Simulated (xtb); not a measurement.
# Energy and gradient calculation, with input and output: CH5N3Zn

System: CH5N3Zn.
Method: GFN1-xTB (xtb 6.7.1).

A bond length was changed on purpose from its optimised value.

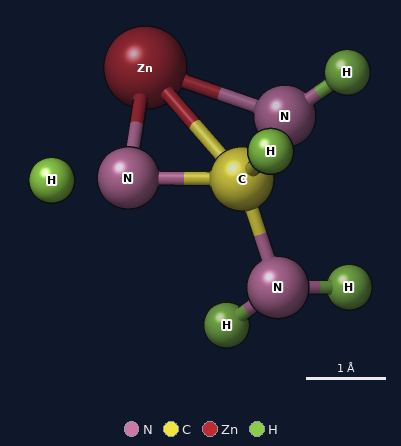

Figure 1. The structure (ball-and-stick view, seen at a tilt). Sticks mark near contacts. Bond lengths as drawn: C–H 1.11 Å, C–N 1.44 to 1.46 Å, C–Zn 2.30 Å, H–N 1.01 to 1.02 Å and N–Zn 1.89 Å.

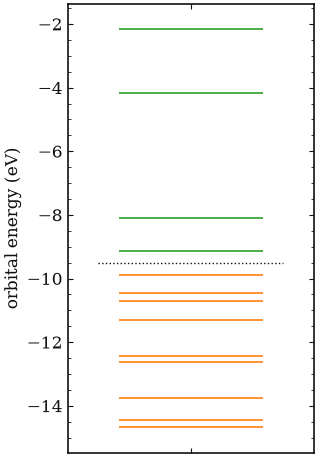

Figure 2. Orbital energies near the frontier; the dotted line parts filled from empty levels, and levels within 0.02 eV of each other stand side by side. Highest filled −9.89 eV, lowest empty −9.13 eV, 0.76 eV apart.

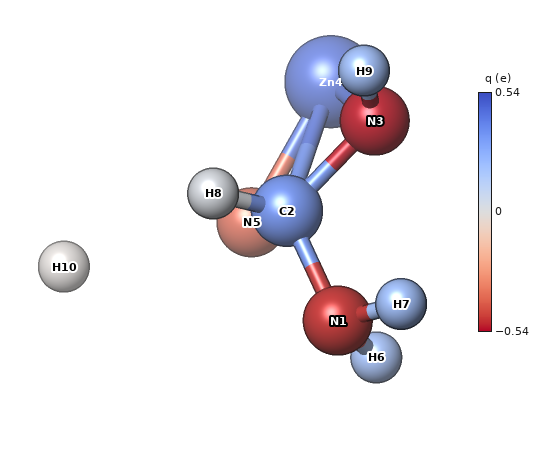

Figure 3. Mulliken charges, as the colour of each atom (ball-and-stick view, seen at a tilt; atoms are numbered from 1 in the order of the input). By element: N −0.51 to −0.39, C +0.36, Zn +0.44 and H −0.02 to +0.20 e.

The input and output of the run follow.

**Input file (mol.xyz)**
```
10

N     -0.95055500    -0.11461200     1.65593900
C     -0.46825500    -0.75873200     0.44073900
N     -0.95558500    -2.12725200     0.40738900
Zn    -1.52616500    -1.74000200    -1.35255100
N     -1.01284500    -0.04974200    -0.69288100
H     -1.87366500     0.26303800     1.46186900
H     -1.05955500    -0.81982200     2.37775900
H      0.63735500    -0.71819200     0.47891900
H     -0.23314500    -2.78793200     0.67455900
H      0.41807000     1.45694000    -1.49824000
```

Run as:
```bash
xtb mol.xyz -c 0 --grad --gfn 1 --json > xtb.out
```

**What the program printed**
```
* xtb version 6.7.1
   ID    Z sym.   atoms
    1    7 N      1, 3, 5
    2    6 C      2
    3   30 Zn     4
    4    1 H      6-10

           -------------------------------------------------
          |                Calculation Setup                |
           -------------------------------------------------

          program call               : xtb mol.xyz -c 0 --grad --gfn 1 --json
          coordinate file            : mol.xyz
          omp threads                :                     1

molecular fragmentation (1/2 indicates fragments):
1111111112
# atoms in fragment 1/2:     9     1
 fragment masses (1/2) :      123.44        1.01
CMA distance (Bohr)    :   6.329
constraining FC (au)   :  0.0500

           -------------------------------------------------
          |                 G F N 1 - x T B                 |
           -------------------------------------------------

      * Hamiltonian:
        H0-scaling (s, p, d)           1.850000    2.250000    2.000000
        zeta-weighting                 0.000000
      * Dispersion:
        s8                             2.400000
        a1                             0.630000
        a2                             5.000000
        s9                             0.000000
      * Repulsion:
        kExp                           1.500000
        rExp                           1.000000
      * Coulomb:
        alpha                          2.000000
        third order                    atomic
        anisotropic                    false
      * Halogen bond correction:
        rad-scale                      1.300000
        damping                        0.440000

          ...................................................
          :                      SETUP                      :
          :.................................................:
          :  # basis functions                  30          :
          :  # atomic orbitals                  30          :
          :  # shells                           20          :
          :  # electrons                        26          :
          :  # halogen bonds                     0          :
          :  max. iterations                   250          :
          :  Hamiltonian                  GFN1-xTB          :
          :  restarted?                      false          :
          :  GBSA solvation                  false          :
          :  PC potential                    false          :
          :  electronic temp.          300.0000000     K    :
          :  accuracy                    1.0000000          :
          :  -> integral cutoff          0.2500000E+02      :
          :  -> integral neglect         0.1000000E-07      :
          :  -> SCF convergence          0.1000000E-05 Eh   :
          :  -> wf. convergence          0.2000000E-04 e    :
          :  Broyden damping             0.4000000          :
          :  net charge                          0          :
          :  unpaired electrons                  0          :
          ...................................................

 iter      E             dE          RMSdq      gap      omega  full diag
   1    -14.8707386 -0.148707E+02  0.659E+00    0.35       0.0  T
   2    -14.7273427  0.143396E+00  0.763E+00    2.22       1.0  T
   3    -15.0684470 -0.341104E+00  0.360E+00    0.90       1.0  T
   4    -14.9345916  0.133855E+00  0.311E+00    0.37       1.0  T
   5    -15.0363351 -0.101743E+00  0.194E+00    0.72       1.0  T
   6    -15.0292223  0.711276E-02  0.203E+00    1.13       1.0  T
   7    -15.0791408 -0.499185E-01  0.269E-01    0.81       1.0  T
   8    -15.0797586 -0.617823E-03  0.189E-01    0.74       1.0  T
   9    -15.0801574 -0.398851E-03  0.185E-02    0.76       1.7  T
  10    -15.0801508  0.664076E-05  0.282E-02    0.76       1.1  T
  11    -15.0801587 -0.793615E-05  0.133E-02    0.76       2.4  T
  12    -15.0801607 -0.199973E-05  0.246E-03    0.76      12.9  T
  13    -15.0801608 -0.639060E-07  0.348E-04    0.76      90.8  T
  14    -15.0801608 -0.133245E-08  0.155E-04    0.76     204.0  T
  15    -15.0801608 -0.280476E-09  0.358E-05    0.76     883.3  T

   *** convergence criteria satisfied after 15 iterations ***

         #    Occupation            Energy/Eh            Energy/eV
      -------------------------------------------------------------
         1        2.0000           -0.7376424             -20.0723
       ...           ...                  ...                  ...
         7        2.0000           -0.5052883             -13.7496
         8        2.0000           -0.4637154             -12.6183
         9        2.0000           -0.4570666             -12.4374
        10        2.0000           -0.4150710             -11.2947
        11        2.0000           -0.3930485             -10.6954
        12        2.0000           -0.3837870             -10.4434
        13        2.0000           -0.3633795              -9.8881 (HOMO)
        14        0.0000           -0.3355018              -9.1295 (LUMO)
        15                         -0.2977968              -8.1035
        16                         -0.1535275              -4.1777
        17                         -0.0793174              -2.1583
        18                         -0.0695844              -1.8935
       ...                                ...                  ...
        30                          0.5718242              15.5601
      -------------------------------------------------------------
                  HL-Gap            0.0278777 Eh            0.7586 eV
             Fermi-level           -0.3494406 Eh           -9.5088 eV

 SCC (total)                   0 d,  0 h,  0 min,  0.006 sec
 SCC setup                      ...        0 min,  0.000 sec (  1.045%)
 Dispersion                     ...        0 min,  0.000 sec (  0.461%)
 classical contributions        ...        0 min,  0.000 sec (  0.257%)
 integral evaluation            ...        0 min,  0.001 sec ( 22.658%)
 iterations                     ...        0 min,  0.002 sec ( 31.995%)
 molecular gradient             ...        0 min,  0.003 sec ( 42.339%)
 printout                       ...        0 min,  0.000 sec (  1.128%)

         :::::::::::::::::::::::::::::::::::::::::::::::::::::
         ::                     SUMMARY                     ::
         :::::::::::::::::::::::::::::::::::::::::::::::::::::
         :: total energy             -14.977027927413 Eh    ::
         :: gradient norm              0.059302999962 Eh/a0 ::
         :: HOMO-LUMO gap              0.758590899284 eV    ::
         ::.................................................::
         :: SCC energy               -15.080160788902 Eh    ::
         :: -> electrostatic           0.062249751889 Eh    ::
         :: repulsion energy           0.106653529221 Eh    ::
         :: dispersion energy         -0.003520667733 Eh    ::
         :: halogen bond corr.         0.000000000000 Eh    ::
         :: add. restraining           0.000000000000 Eh    ::
         :: total charge              -0.000000000000 e     ::
         :::::::::::::::::::::::::::::::::::::::::::::::::::::

           -------------------------------------------------
          |                Property Printout                |
           -------------------------------------------------

    * Orbital Energies and Occupations

         #    Occupation            Energy/Eh            Energy/eV
      -------------------------------------------------------------
         1        2.0000           -0.7376424             -20.0723
         2        2.0000           -0.7177659             -19.5314
         3        2.0000           -0.6928422             -18.8532
         4        2.0000           -0.5859628             -15.9449
         5        2.0000           -0.5394574             -14.6794
         6        2.0000           -0.5313546             -14.4589
         7        2.0000           -0.5052883             -13.7496
         8        2.0000           -0.4637154             -12.6183
         9        2.0000           -0.4570666             -12.4374
        10        2.0000           -0.4150710             -11.2947
        11        2.0000           -0.3930485             -10.6954
        12        2.0000           -0.3837870             -10.4434
        13        2.0000           -0.3633795              -9.8881 (HOMO)
        14        0.0000           -0.3355018              -9.1295 (LUMO)
        15                         -0.2977968              -8.1035
        16                         -0.1535275              -4.1777
        17                         -0.0793174              -2.1583
        18                         -0.0695844              -1.8935
        19                         -0.0614714              -1.6727
        20                         -0.0343872              -0.9357
        21                         -0.0230436              -0.6270
        22                          0.0455390               1.2392
        23                          0.1213160               3.3012
        24                          0.1315473               3.5796
       ...                                ...                  ...
        30                          0.5718242              15.5601
      -------------------------------------------------------------
                  HL-Gap            0.0278777 Eh            0.7586 eV
             Fermi-level           -0.3494406 Eh           -9.5088 eV

  Mulliken/CM5 charges         n(s)   n(p)   n(d)
     1N    -0.48359 -0.91913   1.475  4.009  0.000
     2C     0.35668  0.44831   0.991  2.652  0.000
     3N    -0.51282 -0.88372   1.550  3.963  0.000
     4Zn    0.44112  0.68792   1.099  0.460  0.000
     5N    -0.38718 -0.58798   1.695  3.692  0.000
     6H     0.19905  0.39394   0.801  0.000  0.000
     7H     0.19232  0.38564   0.808  0.000  0.000
     8H     0.01777  0.10016   0.982  0.000  0.000
     9H     0.19269  0.38130   0.807  0.000  0.000
    10H    -0.01606 -0.00643   1.016  0.000  0.000

Wiberg/Mayer (AO) data.
largest (>0.10) Wiberg bond orders for each atom

 ---------------------------------------------------------------------------
     #   Z sym  total        # sym  WBO       # sym  WBO       # sym  WBO
 ---------------------------------------------------------------------------
     1   7 N    2.977 --     7 H    0.955     2 C    0.954     6 H    0.950
     2   6 C    3.945 --     5 N    1.023     3 N    0.973     1 N    0.954
                             8 H    0.951
     3   7 N    3.063 --     2 C    0.973     9 H    0.942     4 Zn   0.742
                             5 N    0.263    10 H    0.105
     4  30 Zn   1.777 --     5 N    0.873     3 N    0.742
     5   7 N    2.971 --     2 C    1.023     4 Zn   0.873    10 H    0.766
                             3 N    0.263
     6   1 H    0.978 --     1 N    0.950
     7   1 H    0.980 --     1 N    0.955
     8   1 H    1.026 --     2 C    0.951
     9   1 H    0.976 --     3 N    0.942
    10   1 H    1.002 --     5 N    0.766     3 N    0.105
 ---------------------------------------------------------------------------

Topologies differ in total number of bonds
Writing topology from bond orders to xtbtopo.mol

 dipole moment from electron density (au)
     X       Y       Z
  -0.0559  -1.5800  -0.3410  total (Debye):    4.111

           -------------------------------------------------
          | TOTAL ENERGY              -14.977027927413 Eh   |
          | GRADIENT NORM               0.059302999962 Eh/α |
          | HOMO-LUMO GAP               0.758590899284 eV   |
           -------------------------------------------------

------------------------------------------------------------------------
------------------------------------------------------------------------
 total:
 *  cpu-time:     0 d,  0 h,  0 min,  0.012 sec
 * ratio c/w:     1.000 speedup
 SCF:
 *  cpu-time:     0 d,  0 h,  0 min,  0.006 sec
 * ratio c/w:     1.000 speedup
```

**Standard error**
```
normal termination of xtb
```

**Summary**

```json
{"quantity": "outcome", "value": "converged"}
{"quantity": "electrons treated", "value": "26"}
{"quantity": "total energy", "value": "−14.977028 hartree"}
{"quantity": "dispersion energy", "value": "−0.003521 hartree"}
{"quantity": "basis functions", "value": "30"}
{"quantity": "largest force", "value": "2.154 eV/Å"}
{"quantity": "HOMO", "value": "−9.89 eV"}
{"quantity": "LUMO", "value": "−9.13 eV"}
{"quantity": "dipole moment", "value": "4.11 D"}
{"quantity": "hardware", "value": "1 thread of Intel Xeon (Sapphire Rapids), 16 GiB of memory available, shared host"}
{"quantity": "peak memory", "value": "0.067 GiB"}
```
